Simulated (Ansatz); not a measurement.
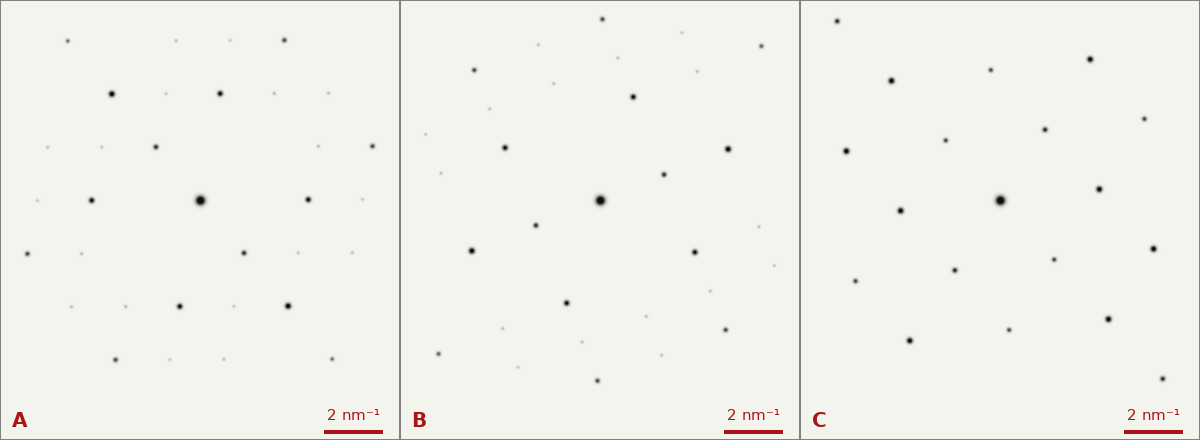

The patterns are kinematic simulations for 120 kV electrons (no multiple scattering; isotropic B = 0.5 Å²).

All three come from Sc2Ge3Pd, space group Fmmm (No. 69), a = 7.898 Å, b = 8.290 Å, c = 13.679 Å. Structure: the end point of a relaxation (final pressure about 5.5 GPa) with DFT, PAW plane waves, r2scan+U (Ansatz); the starting structure was generated, so it need not be a known form of this composition.

### Assign the zone axes [100], [101], [111] to A, B and C.

A is [101]: centred rectangular net of -1 1 1 (itself too weak to see) at d = 5.28 Å and -1 -1 1 (itself too weak to see) at d = 5.28 Å, at 79.1°. B is [100]: rectangular net of 0 0 2 (itself too weak to see) at d = 6.84 Å and 0 -2 0 at d = 4.14 Å, at 90.0°. C is [111]: oblique net of 0 -2 2 at d = 3.54 Å and -2 0 2 at d = 3.42 Å, at 75.0°.
